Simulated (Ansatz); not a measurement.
**Carbon, simple cubic under r²SCAN: structure, energy and stiffness, part 1 of 2**

What does r²SCAN give for carbon in the simple cubic structure? We relax it, solve it on a dense k-mesh, switch on spin-orbit coupling, then scale the cell to 7 volumes from 88 to 112 % of the relaxed one and try a fit of the equation of state. The k-meshes are 16×16×16 for the relaxation; 29×29×29 for the dense run; 17×17×17 for spin-orbit coupling; 20×20×20 for the volumes.

Method: DFT r2SCAN, plane waves (500 eV) with PAW, scalar-relativistic; PAW files made under PBE, frozen cores solved again for the functional, in Ansatz 0.2.0.

## 1. The structure to begin with

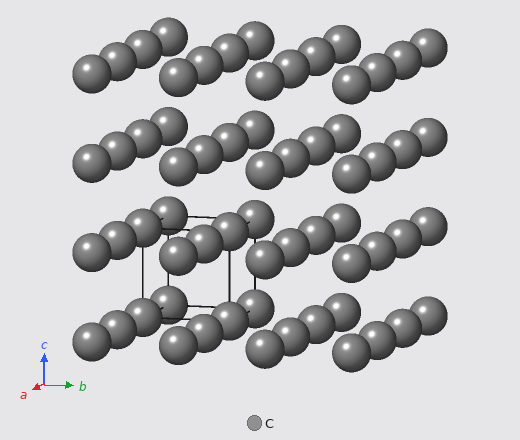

Start, viewed slightly off an axis; carbon grey. 3×3×3 cells are drawn. Any atoms on the faces are drawn again on the opposite ones.

Coordinates:

```cif
data_structure
_symmetry_space_group_name_H-M 'Pm-3m'
_symmetry_Int_Tables_number 221
_cell_length_a 1.9261
_cell_length_b 1.9261
_cell_length_c 1.9261
_cell_angle_alpha 90.000
_cell_angle_beta 90.000
_cell_angle_gamma 90.000
_cell_volume 7.15
loop_
_atom_site_label
_atom_site_type_symbol
_atom_site_symmetry_multiplicity
_atom_site_Wyckoff_symbol
_atom_site_fract_x
_atom_site_fract_y
_atom_site_fract_z
_atom_site_occupancy
C1 C 1 a 0.00000 0.00000 0.00000 1
```

## 2. Relaxation of the cell

Contents of input.yaml:

```yaml
crystal:
  lattice:
    - [1.9260827495, 0.0, 0.0]
    - [0.0, 1.9260827495, 0.0]
    - [0.0, 0.0, 1.9260827495]
  atoms:
    - { symbol: C, position: [0.0, 0.0, 0.0] }
hamiltonian:
  xc: r2scan
  pseudopotentials:
    kind: paw
    azcp:
      C: "pseudopotentials/C.paw.azcp"
basis:
  ecutwfc: 500
  fft_grid_basis: typed
kpoints:
  mp_grid: { grid: [16, 16, 16], shift: [0, 0, 0] }
magnetization:
  spin_polarized: false
scf:
  occupations: { method: fermi_dirac, width: 0.1 }
relax:
  max_steps: 60
  f_tol: 0.01
  cell: {}
```

The run is started by

```
ansatz run input.yaml --threads 1 --pin off --max-ram 3584MiB --backend cpu --events-out ev --progress --plain --runs-dir out
```

Log:

```text
Engine: ansatz 0.2.0, x86_64-unknown-linux-gnu
Pseudopotentials: kind: paw
Pseudopotential: C, paw, valence charge 4, recommended cutoff 500 eV (meta_gga), <dir>
Functional definition: r2SCAN
  parameter k0 = 0.174
  parameter k1 = 0.065
  parameter a1 = 4.9479
  exchange = r2scan_x(k0 = k0, k1 = k1, a1 = a1)
  correlation = r2scan_c
Crystal: 1 atoms, lattice volume = 7.145 Å³
Basis set: ecut = 500 eV, 179 PW (Γ), exchange–correlation on 60×60×60 points (64 copies of the dense FFT grid, shifted against one another)
Bands: 6, of which v1, the nominal top of the filled ones, is band 2 counted from 1 (1 counted from 0)
Symmetry: 48 space group operations
Space group: Pm-3m (ITA 221), of the structure as read, at distance tolerance 1.9e-5 Å
k-points: 165 of 4096
Non-local potential: C, projectors of the file, l = 0: 2, l = 1: 2, l = 2: 1
PAW form: soft (Blöchl's): semilocal exchange-correlation on the pseudo side does not see the compensation charge
PAW frozen core: C, regenerated for the run's functional (the file was generated under x = pbe(κ = 0.804, μ = 0.2195149727645171), c = pbe(β = 0.06672455060314922))
PAW one-centre angular grid: C, 302 points (default); XC on 239 of its mesh's 2573 points in the sphere
Initial density: superposition of atomic densities (neutral atoms: chi_scale 0, normalization atom), corrected by the library's trained network
Initial wavefunctions: pseudopotential atomic-orbital guess
Functional: x = r2scan, c = r2scan; τ floored in thin density (d = 2e-4 eV/Å³)
SCF iter   1: F=—  HF=-248.429499 eV  |F-HF|=—  |Δ(HF+E_count)|=         —  Δρ=7.86e-3  dr2=1.34e-3  dr2_τ=1.87e-2  ethr=1.77e-3  ⟨swp⟩=5.1  Hψ=8095  notcnv=0
preconditioner: auto → none  [metal: Δε(μ)=0.136 eV  Ē_g=23.170 eV  σ=0.100 eV  W_gap=0.30  n_scr=0 (ndim 8)  ℏωp=27.8 eV  f_vac=0.000  D(μ)=0.37/eV (n_scr^D=0)]
SCF iter   2: F=—  HF=-248.453484 eV  |F-HF|=—  |Δ(HF+E_count)|=   2.40e-2  Δρ=4.00e-3  dr2=2.46e-4  dr2_τ=2.46e-5  ethr=3.34e-5  ⟨swp⟩=2.0  Hψ=3288  notcnv=0  defer=12
SCF iter   3: F=—  HF=-248.453814 eV  |F-HF|=—  |Δ(HF+E_count)|=   3.30e-4  Δρ=6.58e-4  dr2=5.90e-6  dr2_τ=1.43e-6  ethr=6.15e-6  ⟨swp⟩=2.5  Hψ=1335  notcnv=0  defer=12
SCF iter   4: F=—  HF=-248.453826 eV  |F-HF|=—  |Δ(HF+E_count)|=   1.17e-5  Δρ=5.49e-5  dr2=5.49e-8  dr2_τ=5.37e-9  ethr=1.47e-7  ⟨swp⟩=2.0  Hψ=1314  notcnv=0  defer=12
iter 5 did not close the SCF: its close was put off for the readings that it lacked (scf_convergence_deferred on its scf_iter line)
SCF iter   5: F=-248.453826 eV  HF=-248.453826 eV  |F-HF|=1.86e-10  |Δ(HF+E_count)|=   9.59e-8  Δρ=1.52e-6  dr2=6.40e-11  dr2_τ=2.36e-11  ethr=1.37e-9  ⟨swp⟩=2.0  Hψ=1317  notcnv=0  defer=12
SCF iter   6: F=-248.453826 eV  HF=-248.453826 eV  |F-HF|=2.50e-12  |Δ(HF+E_count)|=  2.42e-10  Δρ=2.02e-7  dr2=1.49e-12  dr2_τ=7.36e-14  ethr=1.60e-12  ⟨swp⟩=1.0  Hψ=2804  notcnv=0
SCF 1 converged in 6 iterations: F = -248.453826 eV  dr2 = 1.49e-12
relax step   1: F+E_penalty+E_count = -248.45382602 eV  Δ(F+E_penalty+E_count) = +0.000e0 eV  max|allowed force component| = 0.000e0 eV/Å  Δτ_max = 0.0000 Å  P = -46.393 GPa  Ω = 7.145 Å³  (6 SCF iters, dr2 threshold 1.00e-7 eV, accepted)
Crystal: 1 atoms, lattice volume = 6.249 Å³
Basis set: ecut = 500 eV, 171 PW (Γ), exchange–correlation on 60×60×60 points (64 copies of the dense FFT grid, shifted against one another)
Initial density: handed on by an earlier stage of this run
Initial wavefunctions: those handed on with the density
iter 1 solved again at ethr=1.53e-4 eV; its pass at ethr=3.10e-3 eV (dr2=6.13e-3 eV) is discarded
SCF iter   1: F=—  HF=-248.631615 eV  |F-HF|=—  |Δ(HF+E_count)|=         —  Δρ=1.19e-2  dr2=6.29e-3  dr2_τ=2.91e-2  ethr=1.53e-4  ⟨swp⟩=1.0  Hψ=10365  notcnv=0
preconditioner: auto → none  [metal: Δε(μ)=0.057 eV  Ē_g=25.182 eV  σ=0.100 eV  W_gap=0.14  n_scr=0 (ndim 8)  ℏωp=29.7 eV  f_vac=0.000  D(μ)=0.42/eV (n_scr^D=6)]
SCF iter   2: F=—  HF=-248.669187 eV  |F-HF|=—  |Δ(HF+E_count)|=   3.76e-2  Δρ=6.29e-3  dr2=1.76e-3  dr2_τ=4.81e-5  ethr=1.53e-4  ⟨swp⟩=2.0  Hψ=1984  notcnv=0
SCF iter   3: F=—  HF=-248.669388 eV  |F-HF|=—  |Δ(HF+E_count)|=   2.01e-4  Δρ=8.20e-4  dr2=3.15e-5  dr2_τ=2.34e-6  ethr=4.40e-5  ⟨swp⟩=2.9  Hψ=1551  notcnv=0
SCF iter   4: F=—  HF=-248.669404 eV  |F-HF|=—  |Δ(HF+E_count)|=   1.59e-5  Δρ=1.12e-4  dr2=3.44e-7  dr2_τ=1.83e-8  ethr=7.87e-7  ⟨swp⟩=2.2  Hψ=1334  notcnv=0
SCF iter   5: F=-248.669404 eV  HF=-248.669404 eV  |F-HF|=5.12e-10  |Δ(HF+E_count)|=   4.77e-7  Δρ=5.18e-6  dr2=5.05e-10  dr2_τ=1.31e-10  ethr=2.50e-9  ⟨swp⟩=4.0  Hψ=2520  notcnv=0
SCF 2 converged in 5 iterations: F = -248.669404 eV  dr2 = 5.05e-10
relax step   2: F+E_penalty+E_count = -248.66940448 eV  Δ(F+E_penalty+E_count) = -2.156e-1 eV  max|allowed force component| = 0.000e0 eV/Å  Δτ_max = 0.0000 Å  P = -28.295 GPa  Ω = 6.249 Å³  energy of the carried Pulay correction = +2.316e-4 eV  (5 SCF iters, dr2 threshold 1.00e-7 eV, accepted)
Crystal: 1 atoms, lattice volume = 5.343 Å³
Basis set: ecut = 500 eV, 147 PW (Γ), exchange–correlation on 60×60×60 points (64 copies of the dense FFT grid, shifted against one another)
iter 1 solved again at ethr=2.99e-4 eV; its pass at ethr=3.10e-3 eV (dr2=1.20e-2 eV) is discarded
SCF iter   1: F=—  HF=-248.680914 eV  |F-HF|=—  |Δ(HF+E_count)|=         —  Δρ=1.85e-2  dr2=1.21e-2  dr2_τ=5.26e-2  ethr=2.99e-4  ⟨swp⟩=1.0  Hψ=10556  notcnv=0
preconditioner: auto → none  [metal: Δε(μ)=0.085 eV  Ē_g=27.857 eV  σ=0.100 eV  W_gap=0.21  n_scr=0 (ndim 8)  ℏωp=32.1 eV  f_vac=0.000  D(μ)=0.20/eV (n_scr^D=0)]
SCF iter   2: F=—  HF=-248.731107 eV  |F-HF|=—  |Δ(HF+E_count)|=   5.02e-2  Δρ=9.35e-3  dr2=3.10e-3  dr2_τ=1.04e-4  ethr=2.99e-4  ⟨swp⟩=2.0  Hψ=1986  notcnv=0
SCF iter   3: F=—  HF=-248.731501 eV  |F-HF|=—  |Δ(HF+E_count)|=   3.94e-4  Δρ=7.54e-4  dr2=2.04e-5  dr2_τ=3.16e-6  ethr=7.74e-5  ⟨swp⟩=3.0  Hψ=1623  notcnv=0
SCF iter   4: F=—  HF=-248.731513 eV  |F-HF|=—  |Δ(HF+E_count)|=   1.16e-5  Δρ=1.05e-4  dr2=2.26e-7  dr2_τ=1.96e-8  ethr=5.11e-7  ⟨swp⟩=2.3  Hψ=1341  notcnv=0
SCF iter   5: F=-248.731513 eV  HF=-248.731513 eV  |F-HF|=7.35e-10  |Δ(HF+E_count)|=   4.17e-7  Δρ=4.37e-6  dr2=4.08e-10  dr2_τ=2.47e-10  ethr=2.50e-9  ⟨swp⟩=4.0  Hψ=2521  notcnv=0
SCF 3 converged in 5 iterations: F = -248.731513 eV  dr2 = 4.08e-10
relax step   3: F+E_penalty+E_count = -248.73151327 eV  Δ(F+E_penalty+E_count) = -6.211e-2 eV  max|allowed force component| = 0.000e0 eV/Å  Δτ_max = 0.0000 Å  P = +12.831 GPa  Ω = 5.343 Å³  energy of the carried Pulay correction = +4.995e-4 eV  (5 SCF iters, dr2 threshold 1.00e-7 eV, accepted)
Crystal: 1 atoms, lattice volume = 5.596 Å³
iter 1 solved again at ethr=3.51e-5 eV; its pass at ethr=3.10e-3 eV (dr2=1.40e-3 eV) is discarded
SCF iter   1: F=—  HF=-248.732646 eV  |F-HF|=—  |Δ(HF+E_count)|=         —  Δρ=5.94e-3  dr2=1.37e-3  dr2_τ=5.55e-3  ethr=3.51e-5  ⟨swp⟩=1.0  Hψ=9793  notcnv=0
preconditioner: auto → none  [metal: Δε(μ)=0.058 eV  Ē_g=26.964 eV  σ=0.100 eV  W_gap=0.14  n_scr=0 (ndim 8)  ℏωp=31.4 eV  f_vac=0.000  D(μ)=0.29/eV (n_scr^D=0)]
SCF iter   2: F=—  HF=-248.738660 eV  |F-HF|=—  |Δ(HF+E_count)|=   6.01e-3  Δρ=3.18e-3  dr2=3.92e-4  dr2_τ=1.14e-5  ethr=3.42e-5  ⟨swp⟩=2.1  Hψ=1884  notcnv=0
SCF iter   3: F=—  HF=-248.738680 eV  |F-HF|=—  |Δ(HF+E_count)|=   2.03e-5  Δρ=5.31e-4  dr2=1.07e-5  dr2_τ=6.99e-7  ethr=9.80e-6  ⟨swp⟩=2.1  Hψ=1328  notcnv=0
SCF iter   4: F=—  HF=-248.738680 eV  |F-HF|=—  |Δ(HF+E_count)|=   1.61e-7  Δρ=5.62e-5  dr2=8.19e-8  dr2_τ=6.53e-9  ethr=2.50e-9  ⟨swp⟩=2.8  Hψ=3332  notcnv=0
SCF iter   5: F=-248.738680 eV  HF=-248.738680 eV  |F-HF|=5.23e-10  |Δ(HF+E_count)|=   6.73e-8  Δρ=7.63e-6  dr2=1.85e-9  dr2_τ=9.78e-11  ethr=2.05e-9  ⟨swp⟩=2.0  Hψ=3129  notcnv=0
SCF 4 converged in 5 iterations: F = -248.738680 eV  dr2 = 1.85e-9
relax step   4: F+E_penalty+E_count = -248.73868050 eV  Δ(F+E_penalty+E_count) = -7.167e-3 eV  max|allowed force component| = 0.000e0 eV/Å  Δτ_max = 0.0000 Å  P = -2.887 GPa  Ω = 5.596 Å³  energy of the carried Pulay correction = +4.208e-4 eV  (5 SCF iters, dr2 threshold 1.00e-7 eV, accepted)
Crystal: 1 atoms, lattice volume = 5.544 Å³
iter 1 solved again at ethr=1.31e-6 eV; its pass at ethr=3.10e-3 eV (dr2=5.23e-5 eV) is discarded
SCF iter   1: F=—  HF=-248.738938 eV  |F-HF|=—  |Δ(HF+E_count)|=         —  Δρ=1.16e-3  dr2=5.13e-5  dr2_τ=2.13e-4  ethr=1.31e-6  ⟨swp⟩=1.0  Hψ=9237  notcnv=0
preconditioner: auto → none  [metal: Δε(μ)=0.085 eV  Ē_g=27.164 eV  σ=0.100 eV  W_gap=0.21  n_scr=0 (ndim 8)  ℏωp=31.5 eV  f_vac=0.000  D(μ)=0.27/eV (n_scr^D=0)]
SCF iter   2: F=—  HF=-248.739171 eV  |F-HF|=—  |Δ(HF+E_count)|=   2.34e-4  Δρ=6.19e-4  dr2=1.46e-5  dr2_τ=4.30e-7  ethr=1.28e-6  ⟨swp⟩=2.0  Hψ=1329  notcnv=0
SCF iter   3: F=—  HF=-248.739172 eV  |F-HF|=—  |Δ(HF+E_count)|=   9.99e-7  Δρ=9.47e-5  dr2=3.40e-7  dr2_τ=2.21e-8  ethr=3.64e-7  ⟨swp⟩=2.1  Hψ=1327  notcnv=0
SCF iter   4: F=-248.739173 eV  HF=-248.739173 eV  |F-HF|=2.39e-9  |Δ(HF+E_count)|=   3.90e-8  Δρ=1.04e-5  dr2=2.84e-9  dr2_τ=1.85e-10  ethr=2.50e-9  ⟨swp⟩=3.9  Hψ=2488  notcnv=0
SCF 5 converged in 4 iterations: F = -248.739173 eV  dr2 = 2.84e-9
relax step   5: F+E_penalty+E_count = -248.73917252 eV  Δ(F+E_penalty+E_count) = -4.920e-4 eV  max|allowed force component| = 0.000e0 eV/Å  Δτ_max = 0.0000 Å  P = -0.024 GPa  Ω = 5.544 Å³  energy of the carried Pulay correction = +4.367e-4 eV  (4 SCF iters, dr2 threshold 1.00e-7 eV, accepted)
Initial wavefunctions: pseudopotential atomic-orbital guess (no wavefunctions were taken with the density)
iter 1 solved again at ethr=8.47e-8 eV; its pass at ethr=3.10e-3 eV (dr2=3.39e-6 eV) is discarded
SCF iter   1: F=—  HF=-248.738290 eV  |F-HF|=—  |Δ(HF+E_count)|=         —  Δρ=5.77e-4  dr2=1.57e-6  dr2_τ=6.41e-6  ethr=8.47e-8  ⟨swp⟩=2.2  Hψ=10720  notcnv=0
preconditioner: auto → none  [metal: Δε(μ)=0.088 eV  Ē_g=27.159 eV  σ=0.100 eV  W_gap=0.22  n_scr=0 (ndim 8)  ℏωp=31.5 eV  f_vac=0.000  D(μ)=0.27/eV (n_scr^D=0)]
SCF iter   2: F=—  HF=-248.738301 eV  |F-HF|=—  |Δ(HF+E_count)|=   1.04e-5  Δρ=2.95e-4  dr2=4.02e-7  dr2_τ=3.23e-7  ethr=3.93e-8  ⟨swp⟩=2.1  Hψ=1320  notcnv=0
SCF iter   3: F=—  HF=-248.738305 eV  |F-HF|=—  |Δ(HF+E_count)|=   4.35e-6  Δρ=1.30e-5  dr2=3.31e-9  dr2_τ=4.11e-10  ethr=1.00e-8  ⟨swp⟩=2.0  Hψ=1332  notcnv=0
SCF iter   4: F=—  HF=-248.738305 eV  |F-HF|=—  |Δ(HF+E_count)|=   3.64e-9  Δρ=2.70e-6  dr2=2.00e-10  dr2_τ=2.74e-11  ethr=8.26e-11  ⟨swp⟩=2.0  Hψ=1330  notcnv=0
SCF iter   5: F=-248.738305 eV  HF=-248.738305 eV  |F-HF|=5.12e-13  |Δ(HF+E_count)|=  7.17e-11  Δρ=2.86e-7  dr2=2.18e-12  dr2_τ=1.44e-13  ethr=1.00e-12  ⟨swp⟩=3.2  Hψ=3565  notcnv=0
SCF 6 converged in 5 iterations: F = -248.738305 eV  dr2 = 2.18e-12
relax step   6: F+E_penalty+E_count = -248.73830502 eV  Δ(F+E_penalty+E_count) = +8.675e-4 eV  max|allowed force component| = 0.000e0 eV/Å  Δτ_max = 0.0000 Å  P = +0.067 GPa  Ω = 5.544 Å³  stress off target by 6.73e-2 GPa  SCF on the basis re-selected at this cell (its energy is not comparable with the rows above)  (5 SCF iters)
basis re-selected at this cell: Δ(F+E_penalty+E_count) = +8.675e-4 eV, ΔP = +0.092 GPa vs the last step (what re-selecting the basis moved, of the pressure what is left beyond the Pulay correction that the steps carried, after the strain that the cell walked since its last selection, with what the two solves' SCF thresholds leave and, on support functions, any second-order correction that the steps lacked; it is no measure of the basis error at this ecutwfc). This SCF's stress stands 6.73e-2 GPa from its target on what of the cell is left free (relax.cell.stress_tol is 5.00e-2 GPa) and its largest allowed force component is 0.00e0 eV/Å (relax.f_tol is 1.00e-2 eV/Å): not within both, so this SCF does not close the relaxation
Crystal: 1 atoms, lattice volume = 5.545 Å³
iter 1 solved again at ethr=6.72e-10 eV; its pass at ethr=3.10e-3 eV (dr2=2.69e-8 eV) is discarded
SCF iter   1: F=—  HF=-248.738305 eV  |F-HF|=—  |Δ(HF+E_count)|=         —  Δρ=2.63e-5  dr2=2.63e-8  dr2_τ=1.11e-7  ethr=6.72e-10  ⟨swp⟩=1.0  Hψ=9066  notcnv=0
preconditioner: auto → none  [metal: Δε(μ)=0.087 eV  Ē_g=27.155 eV  σ=0.100 eV  W_gap=0.21  n_scr=0 (ndim 8)  ℏωp=31.5 eV  f_vac=0.000  D(μ)=0.27/eV (n_scr^D=0)]
SCF iter   2: F=-248.738305 eV  HF=-248.738305 eV  |F-HF|=1.24e-10  |Δ(HF+E_count)|=   1.22e-7  Δρ=1.41e-5  dr2=7.53e-9  dr2_τ=2.20e-10  ethr=2.83e-10  ⟨swp⟩=2.0  Hψ=3135  notcnv=0
SCF 7 converged in 2 iterations: F = -248.738305 eV  dr2 = 7.53e-9
relax step   7: F+E_penalty+E_count = -248.73830479 eV  Δ(F+E_penalty+E_count) = +2.312e-7 eV  max|allowed force component| = 0.000e0 eV/Å  Δτ_max = 0.0000 Å  P = +0.000 GPa  Ω = 5.545 Å³  energy of the carried Pulay correction = -4.798e-7 eV  (2 SCF iters, dr2 threshold 1.13e-8 eV, accepted)
iter 1 solved again at ethr=3.53e-8 eV; its pass at ethr=3.10e-3 eV (dr2=1.41e-6 eV) is discarded
SCF iter   1: F=—  HF=-248.738305 eV  |F-HF|=—  |Δ(HF+E_count)|=         —  Δρ=1.43e-5  dr2=7.83e-9  dr2_τ=2.17e-10  ethr=3.53e-8  ⟨swp⟩=2.6  Hψ=10817  notcnv=0
SCF iter   2: F=—  HF=-248.738305 eV  |F-HF|=—  |Δ(HF+E_count)|=   2.51e-7  Δρ=6.31e-6  dr2=1.45e-9  dr2_τ=6.55e-11  ethr=1.96e-10  ⟨swp⟩=1.6  Hψ=1144  notcnv=0
SCF iter   3: F=-248.738305 eV  HF=-248.738305 eV  |F-HF|=4.69e-12  |Δ(HF+E_count)|=  3.09e-10  Δρ=5.41e-7  dr2=7.06e-12  dr2_τ=8.41e-13  ethr=1.00e-12  ⟨swp⟩=3.5  Hψ=3626  notcnv=0
SCF 8 converged in 3 iterations: F = -248.738305 eV  dr2 = 7.06e-12
relax step   8: F+E_penalty+E_count = -248.73830479 eV  Δ(F+E_penalty+E_count) = -4.119e-10 eV  max|allowed force component| = 0.000e0 eV/Å  Δτ_max = 0.0000 Å  P = +0.001 GPa  Ω = 5.545 Å³  stress off target by 7.87e-4 GPa  SCF on the basis re-selected at this cell (its energy is not comparable with the rows above)  (3 SCF iters)
basis re-selected at this cell: Δ(F+E_penalty+E_count) = -4.119e-10 eV, ΔP = +0.000 GPa vs the last step (what re-selecting the basis moved, of the pressure what is left beyond the Pulay correction that the steps carried, after the strain that the cell walked since its last selection, with what the two solves' SCF thresholds leave and, on support functions, any second-order correction that the steps lacked; it is no measure of the basis error at this ecutwfc). This SCF's stress stands 7.87e-4 GPa from its target on what of the cell is left free (relax.cell.stress_tol is 5.00e-2 GPa) and its largest allowed force component is 0.00e0 eV/Å (relax.f_tol is 1.00e-2 eV/Å): within both
SCF converged after 3 iterations
Free energy (F): -248.738305 eV
Harris-Foulkes:  -248.738305 eV  (|F-HF|=4.69e-12)
Internal energy: -248.729116 eV  (E = F + TS)
E sigma→0 (E₀):  -248.733710 eV
Entropy (-TS):   -0.009189 eV (-9.189 meV/atom)
Fermi energy:    14.672843 eV
--- Per-component energies (eV) ---
  E_band       = 21.598360
  E_kinetic    = 87.229745
  E_local      = -36.687446  (includes V_loc(G=0)·N_el)
  E_nonlocal   = 26.395620
  E_hartree    = 5.756867
  E_xc         = -46.823309
  E_vxc        = -64.924391  (∫ρ·V_xc dr)
  E_paw        = -99.912344  (= ΣΔE_a)
  E_vpaw       = -5.473695  (= ΣTr[D̂ρ^β])
  E_aug_tail   = 0.000003  (compensation charges beyond the density's cutoff)
  E_vtau       = 3.544780  (kinetic-family band-sum trace: ∫τ·v_τ [+ j·A + Jᵃ·Aᵃ] dr)
  E_ewald      = -184.663478
  E_core_change = -0.024774  (= ΣΔE_core)
  E_smearing   = -0.009189  (= −TS)
  E_closure    = 0.000000  (closes the sum)
  Σ components = -248.738305   (vs F -248.738305, Δ=0.00e0)
--- Forces (eV/Å), atoms counted from 1 ---
  atom   1  C     -0.00000000    -0.00000000     0.00000000
  max |Σ_I F_I| component: 5.14e-34 eV/Å
--- Stress (GPa, compression-positive) ---
        0.000787       0.000000      -0.000000
        0.000000       0.000787      -0.000000
       -0.000000      -0.000000       0.000787
  P = ⅓ Tr σ = 0.0008 GPa (0.008 kbar)
--- Relaxed structure (6 steps of the walk, 6 accepted, 2 SCFs on fresh bases) ---
  F+E_penalty+E_count = -248.73830479 eV   max|allowed force component| = 0.000e0 eV/Å   (the final SCF, on the basis selected at the relaxed cell)
  cell:  # Å, volume = 5.5449 Å³
    - [1.7699689493737172, 2.4074124304840444e-34, -7.859198497017703e-34]
    - [-5.296307347064898e-34, 1.7699689493737172, 0.0]
    - [-1.8130824867082963e-33, 0.0, 1.7699689493737172]
  atoms:
    - { symbol: C, position: [0.0, 0.0, 0.0] }
```

Wall time 12 s (1 thread of Intel Xeon Platinum 8259CL at 2.50GHz (Skylake/Cascade Lake), shared host); peak memory 0.46 GiB.

Step by step:

```
step  energy change (meV/atom)  largest force (eV/Å)  pressure (GPa)  volume (Å³/atom)
   1                      0.00                0.0000          -46.39             7.145
   2                   -215.58                0.0000          -28.30             6.249
   3                   -277.69                0.0000           12.83             5.343
   4                   -284.85                0.0000           -2.89             5.596
   5                   -285.35                0.0000           -0.02             5.544
   6                   -284.48                0.0000            0.07             5.544
   7                   -284.48                0.0000            0.00             5.545
   8                   -284.48                0.0000            0.00             5.545
```

Steps that repeat a cell are solved on a basis chosen anew, so their changes of energy are no gain of the relaxation.

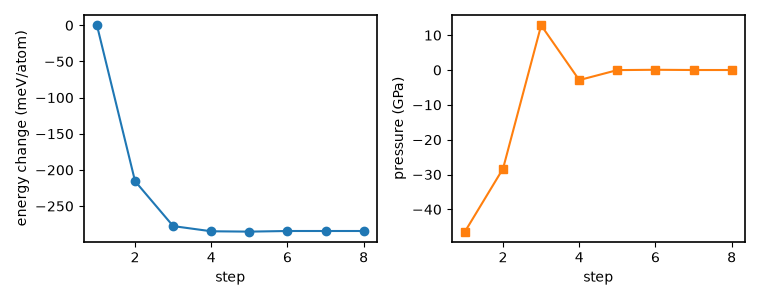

Energy and pressure over the accepted steps.

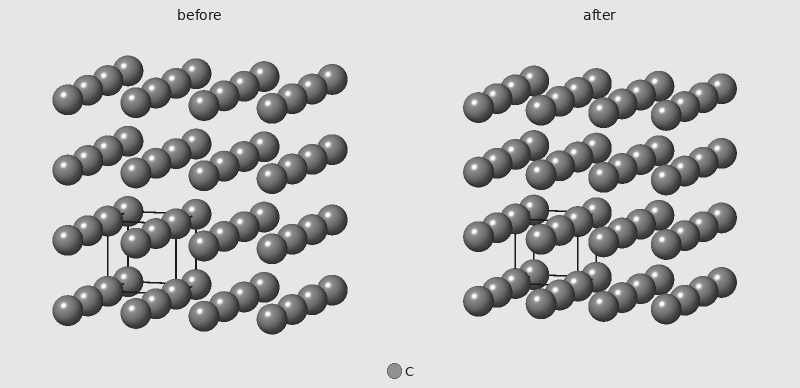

Start and end of the relaxation side by side. The cells drawn are those of the first picture.

Changes in the cell that was computed:

|  | before | after | change |
| --- | --- | --- | --- |
| a (Å) | 1.926 | 1.770 | -8.1 % |
| b (Å) | 1.926 | 1.770 | -8.1 % |
| c (Å) | 1.926 | 1.770 | -8.1 % |
| volume (Å³/atom) | 7.145 | 5.545 | -22.4 % |
| shortest distance (Å) | 1.926 | 1.770 | -8.1 % |
| space group (spins left aside) | Pm-3m | Pm-3m | same |

## 3. Single point on a dense mesh

Contents of input.yaml:

```yaml
crystal:
  lattice:
    - [1.7699689494, 0.0, 0.0]
    - [0.0, 1.7699689494, 0.0]
    - [0.0, 0.0, 1.7699689494]
  atoms:
    - { symbol: C, position: [0.0, 0.0, 0.0] }
hamiltonian:
  xc: r2scan
  pseudopotentials:
    kind: paw
    azcp:
      C: "pseudopotentials/C.paw.azcp"
basis:
  ecutwfc: 500
  fft_grid_basis: typed
kpoints:
  mp_grid: { grid: [29, 29, 29], shift: [0, 0, 0] }
magnetization:
  spin_polarized: false
scf:
  occupations: { method: fermi_dirac, width: 0.1 }
```

The run is started by

```
ansatz run input.yaml --threads 1 --pin off --max-ram 3584MiB --backend cpu --events-out ev --progress --plain --runs-dir out
```

Log (excerpt; [...] marks lines left out):

```text
[...]
[... 3 set-up lines as earlier in the session ...]
[...]
Crystal: 1 atoms, lattice volume = 5.545 Å³
Basis set: ecut = 500 eV, 147 PW (Γ), exchange–correlation on 60×60×60 points (64 copies of the dense FFT grid, shifted against one another)
Bands: 6, of which v1, the nominal top of the filled ones, is band 2 counted from 1 (1 counted from 0)
[... 1 set-up line as earlier in the session ...]
Space group: Pm-3m (ITA 221), of the structure as read, at distance tolerance 1.8e-5 Å
k-points: 680 of 24389
[...]
SCF iter   1: F=—  HF=-248.708348 eV  |F-HF|=—  |Δ(HF+E_count)|=         —  Δρ=7.14e-3  dr2=4.90e-4  dr2_τ=7.22e-2  ethr=1.77e-3  ⟨swp⟩=5.0  Hψ=33392  notcnv=0
[...]
SCF iter   6: F=-248.750519 eV  HF=-248.750519 eV  |F-HF|=4.81e-9  |Δ(HF+E_count)|=   7.01e-8  Δρ=1.18e-5  dr2=3.46e-9  dr2_τ=3.24e-10  ethr=1.02e-9  ⟨swp⟩=1.0  Hψ=11455  notcnv=0
[...]
SCF converged after 6 iterations
Free energy (F): -248.750519 eV
[...]
E sigma→0 (E₀):  -248.745759 eV
Entropy (-TS):   -0.009519 eV (-9.519 meV/atom)
Fermi energy:    14.632913 eV
[...]
```

Wall time 7.1 s (1 thread of Intel Xeon Platinum 8259CL at 2.50GHz (Skylake/Cascade Lake), shared host); peak memory 0.48 GiB.

(Continued in part 2 of 2.)
